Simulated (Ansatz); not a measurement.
# CuN4 (charge +1): what the fields show

The calculation's input:

```
crystal:
  periodic: [false, false, false]
  atoms:
    - {symbol: Cu, position_ang: [-0.001141, -0.003108, 0.000020]}
    - {symbol: N, position_ang: [0.000820, 0.010656, 1.872365]}
    - {symbol: N, position_ang: [0.001955, 0.018012, 2.985754]}
    - {symbol: N, position_ang: [-0.000381, -0.010653, -1.872367]}
    - {symbol: N, position_ang: [-0.001243, -0.014908, -2.985771]}
basis:
  gaussian: {orbitals: def2-TZVP, initial_orbitals: start.molden}
total_charge: 1
hamiltonian: {xc: pbe0, dispersion: d4}
scf: {omitted_lower_state_checks: [starts]}
output: {orbitals: {seedname: orbitals}}
```

Command:

```sh
ansatz run in.yaml --threads 2 --pin off --events-out ev --progress --plain --max-ram 4352MiB
```

Geometry: PBE-D4/def2-SVP.

The calculation used Ansatz 0.2.0, RKS PBE0-D4/def2-TZVP.

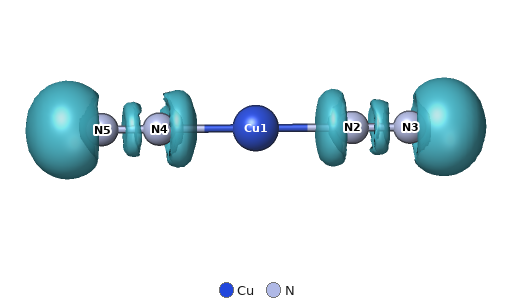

Figure 1. Isosurface of the ELF at 0.8 (cyan), seen from one side. Core shells and regions of very low density are left out.

Where are the electrons localised?

The ELF exceeds this value in two regions between bonded N–N atoms (shared pairs), two lobes of the valence shell of N pointing towards Cu and two lobes on N, pointing away from the bonds (lone pairs). Profiles from the grid: N–N (1.11 Å): the ELF peaks at about 0.85 between the atoms: a short, multiple covalent bond. Cu–N (1.87 Å): the ELF peaks at about 0.90 in the valence shell of N, 0.7 Å from its nucleus, and is about 0.15 at the midpoint.

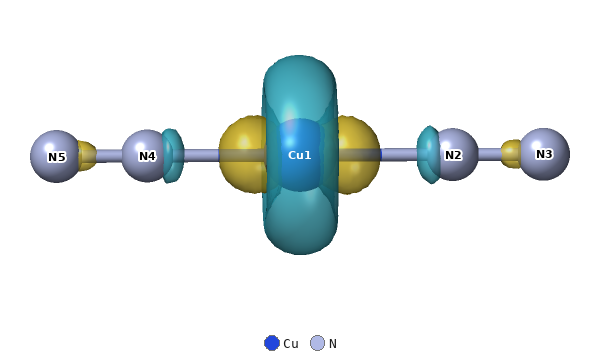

Figure 2. One frontier orbital at ±0.15 Å⁻³ᐟ² (yellow and cyan are the two phases), seen from one side.

Which orbital is it: HOMO or LUMO?

The HOMO, at −14.59 eV. Its weight (Hirshfeld) is mainly on Cu1 (about 90 %); it is of σ type; it is gerade (even under inversion).

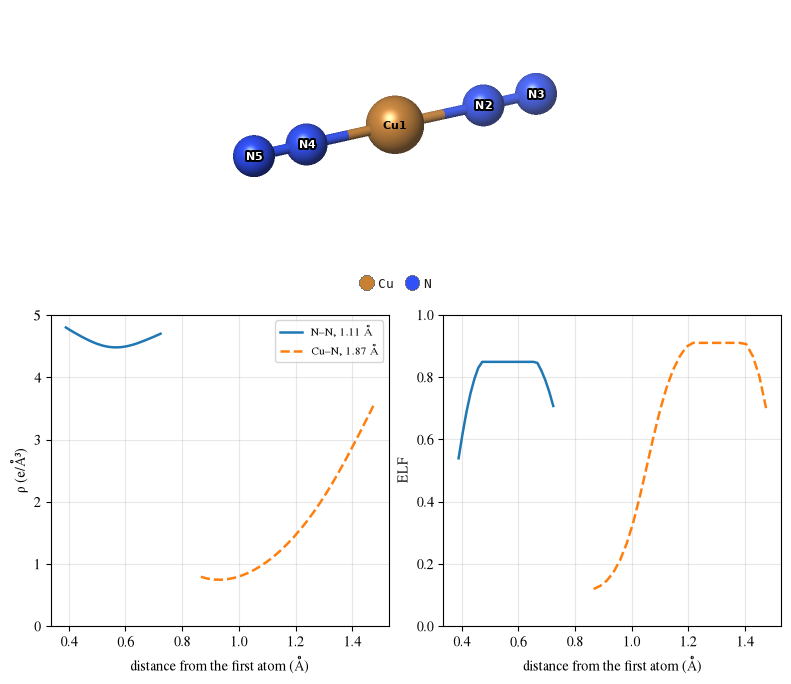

Figure 3. Total electron density and electron localisation function along straight lines between neighbouring atoms. The curves leave out the atomic cores. The structure is drawn too.

Compare the contacts.

N–N (1.11 Å): the density is about 4.5 e/Å³ at the midpoint; the ELF peaks at about 0.85 between the atoms: a multiple bond.
Cu–N (1.87 Å): the density is about 0.75 e/Å³ at the midpoint; the ELF peaks at about 0.90 in the valence shell of N, 0.7 Å from its nucleus, and is about 0.15 at the midpoint.
